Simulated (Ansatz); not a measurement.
The starting structures come from a database of crystals and need not be the phases stable at ambient conditions.

 Where the default PAW files enter, the runs use the earlier of Ansatz's two default sets.

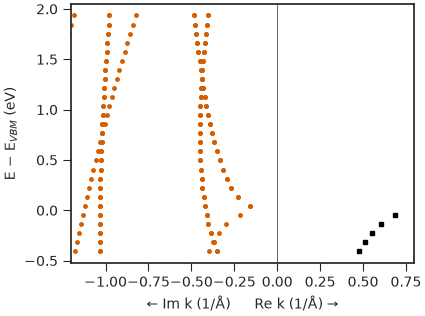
Figure. Complex bands at the centre of the two-dimensional zone; r2SCAN in Ansatz (a first-principles code)

No gap correction and no spin-orbit coupling; mid-gap values are interpolated between computed energies.

This is CaC₂ (I4/mmm, not sure to be the ambient phase, 3 atoms a cell, 16.0 Å³ an atom) along the normal of (001). Read off the slowest decay at the centre of the two-dimensional zone at 0.85 eV, the computed energy nearest the middle of the gap.

κ ≈ 0.39 1/Å, a decay length 1/(2κ) of the density of 1.3 Å.
